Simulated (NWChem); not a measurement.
# One shape, several levels: Cu2 (SMILES [Cu][Cu])

We compute a comparison of 3 runs (HF/3-21G, B3LYP/6-31G*) of Cu2. 

The results are computed with NWChem 7.3.0.

1 further run of the same task is left out (it didn't finish).

## (1) The molecule

The species is Cu2 (2 atoms), meant as a singlet with charge 0. As SMILES, `[Cu][Cu]`. The bond length is the measured one.

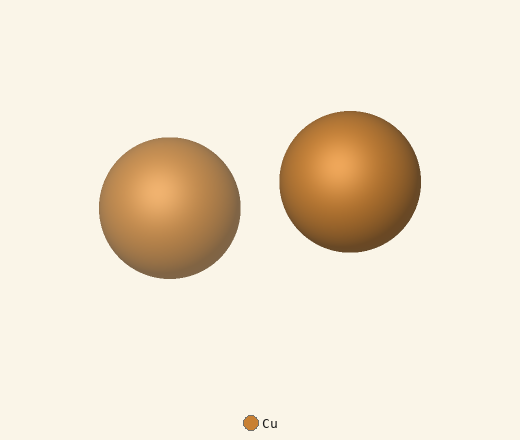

Viewed from a chosen angle; copper orange.

## (2) Energy and forces at HF/3-21G (run 1)

File a.xyz:

```xyz
2
Cu2
Cu     0.000000     0.000000     0.000000
Cu     0.000000     0.000000     2.219700
```

File run.py:

```python
from ase.io import read
from ase.calculators.nwchem import NWChem

mol = read('a.xyz')

calc = NWChem(
    label='a',
    theory='scf',
    memory='2200 mb',
    basis='3-21G',
    basispar='spherical bse',
    scf={'nopen': '0', 'rhf': None, 'thresh': '1e-08', 'maxiter': '80', 'print': 'low'},
)
mol.calc = calc

forces = mol.get_forces()
e = mol.get_potential_energy()
print(f"E = {e:.6f} eV")
print("forces (eV/A):")
for s, f in zip(mol.symbols, forces):
    print(f"{s:2s} {f[0]:10.5f} {f[1]:10.5f} {f[2]:10.5f}")
```

Started as:

```bash
$ export ASE_NWCHEM_COMMAND="nwchem PREFIX.nwi > PREFIX.nwo"
$ python run.py
```

Standard output:

```text
E = -88743.690571 eV
forces (eV/A):
Cu    0.00000   -0.00000    2.23671
Cu   -0.00000    0.00000   -2.23671
```

The calculator wrote a.nwi:

```
title "a"

permanent_dir a

scratch_dir a

start a

geometry units angstrom nocenter noautosym noautoz
  Cu 0.0000000000000000e+00 0.0000000000000000e+00 0.0000000000000000e+00
  Cu 0.0000000000000000e+00 0.0000000000000000e+00 2.2197000000000000e+00
end

memory 2200 mb

basis spherical bse noprint
   * library 3-21G
end

scf
  nopen 0
  rhf
  thresh 1e-08
  maxiter 80
  print low
end

task scf gradient
```

a.nwo:

```text
Northwest Computational Chemistry Package (NWChem) 7.3.0
             --------------------------------------------------------

           Job information
           ---------------

    nwchem branch   = 7.3.0
    use scalapack   = T
    input           = a.nwi
    prefix          = a.
    data base       = a/a.db
    status          = startup
    nproc           =        1

           Memory information
           ------------------

[... 5 lines left out ...]
    hardfail = no
[... 77 lines left out ...]
       Final RHF  results
[... 3 lines left out ...]
      One-electron energy =  -4967.461316850100
[... 1 line left out ...]
 Nuclear repulsion energy =    200.494691358628
[... 1 line left out ...]
        Time for solution =      6.1s

                              NWChem Gradients Module
                              -----------------------

                         RHF ENERGY GRADIENTS

    atom               coordinates                        gradient
                 x          y          z           x          y          z
   1 Cu      0.000000   0.000000   0.000000   -0.000000   0.000000  -0.043497
   2 Cu      0.000000   0.000000   4.194625    0.000000  -0.000000   0.043497

 Task  times  cpu:        6.6s     wall:        6.6s
 Total times  cpu:        6.6s     wall:        6.6s
```

Wall time 7.8 s (1 thread of Intel Xeon Platinum 8488C (Sapphire Rapids), shared host); peak memory 0.1 GiB.

## (3) Energy and gradient at B3LYP/6-31G(d) (spherical functions) (run 2)

File nw.nw:

```
start nw
memory total 2200 mb
geometry units angstrom noautosym nocenter noautoz
 Cu       0.000000       0.000000       0.000000
 Cu       0.000000       0.000000       2.219700
end
basis spherical bse
 * library 6-31G*
end
dft
 xc b3lyp
 mult 1
 grid xfine
 convergence energy 1e-08
 maxiter 100
 mulliken
end
task dft gradient
```

Started as:

```bash
$ nwchem nw.nw > nw.out
```

Standard output:

```text
[...]
          Wavefunction type:  closed shell.
          No. of atoms     :     2
          No. of electrons :    58
[...]
          Charge           :     0
          Spin multiplicity:     1
[...]
          AO basis - number of functions:    68
[...]
              XC Information
              --------------
                         B3LYP Method XC Potential
                     Hartree-Fock (Exact) Exchange  0.200
                        Slater Exchange Functional  0.800 local
                    Becke 1988 Exchange Functional  0.720 non-local
              Lee-Yang-Parr Correlation Functional  0.810
                  VWN I RPA Correlation Functional  0.190 local
[...]
 d= 0,ls=0.0,diis     1  -3280.1304424188 -3.48D+03  2.38D+00  4.05D+00     2.3
[...]
 d= 0,ls=0.0,diis    13  -3280.4120245869 -4.34D-09  4.13D-07  3.50D-10    20.0
         Total DFT energy =    -3280.412024586873
      One electron energy =    -4979.192311593433
           Coulomb energy =     1633.024257080717
    Exchange-Corr. energy =     -134.738661432784
 Nuclear repulsion energy =      200.494691358628
[...]
  wavefunction    = closed shell
                         DFT ENERGY GRADIENTS
    atom               coordinates                        gradient
                 x          y          z           x          y          z
   1 Cu      0.000000   0.000000   0.000000    0.000000   0.000000  -0.044933
   2 Cu      0.000000   0.000000   4.194625   -0.000000  -0.000000   0.044933
[...]
```

It took 24 s on 1 thread of Intel Xeon Platinum 8488C (Sapphire Rapids), shared host; peak memory 0.13 GiB.

## (4) Energy and gradient at B3LYP/6-31G(d) (Cartesian functions) (run 3)

File calc.xyz:

```xyz
2
Cu2 gradient
Cu     0.000000     0.000000     0.000000
Cu     0.000000     0.000000     2.219700
```

File calc.nw:

```
start calc
title "Cu2 gradient"
memory total 2200 mb
geometry noautosym nocenter noautoz
 load calc.xyz
end
basis cartesian
 * library 6-31G*
end
dft
 xc b3lyp
 mult 1
 grid xfine
 convergence energy 1e-08
 maxiter 100
 mulliken
 print medium
end
task dft gradient
```

Started as:

```bash
$ nwchem calc.nw > calc.out
```

Standard output:

```text
[...]
          Wavefunction type:  closed shell.
          No. of atoms     :     2
          No. of electrons :    58
[...]
          Charge           :     0
          Spin multiplicity:     1
[...]
          AO basis - number of functions:    78
[...]
              XC Information
              --------------
                         B3LYP Method XC Potential
                     Hartree-Fock (Exact) Exchange  0.200
                        Slater Exchange Functional  0.800 local
                    Becke 1988 Exchange Functional  0.720 non-local
              Lee-Yang-Parr Correlation Functional  0.810
                  VWN I RPA Correlation Functional  0.190 local
[...]
 d= 0,ls=0.0,diis     1  -3280.1373759642 -3.48D+03  1.96D+00  5.25D+00     2.3
[...]
 d= 0,ls=0.0,diis    13  -3280.4236720091 -2.18D-09  1.58D-06  3.07D-09    21.0
         Total DFT energy =    -3280.423672009099
      One electron energy =    -4978.967595293391
           Coulomb energy =     1632.759297896652
    Exchange-Corr. energy =     -134.710065970988
 Nuclear repulsion energy =      200.494691358628
[...]
  wavefunction    = closed shell
                         DFT ENERGY GRADIENTS
    atom               coordinates                        gradient
                 x          y          z           x          y          z
   1 Cu      0.000000   0.000000   0.000000    0.000000   0.000000  -0.049764
   2 Cu      0.000000   0.000000   4.194625   -0.000000  -0.000000   0.049764
[...]
```

Wall time 26 s (1 thread of Intel Xeon Platinum 8488C (Sapphire Rapids), shared host); peak memory 0.13 GiB.

## (5) Overview of the runs

```tsv
run	level	iteration cap	module	energy (Eh)	largest force (eV/Å)	wall time
1	HF/3-21G	80	scf	-3261.270502	2.237	7.8 s
2	B3LYP/6-31G* (spherical functions)	100	dft	-3280.412025	2.311	24 s
3	B3LYP/6-31G* (Cartesian functions)	100	dft	-3280.423672	2.559	26 s
```

## (6) Results

```
                       quantity           value
            run 3: total energy  -3280.42367 Eh
           run 3: dipole moment          0.00 D
             run 3: HOMO energy        -4.20 eV
             run 3: LUMO energy        -2.19 eV
           run 3: HOMO–LUMO gap         2.01 eV
run 3: largest force on an atom      2.559 eV/Å
```

All runs together took 58 s, the longest 26 s.
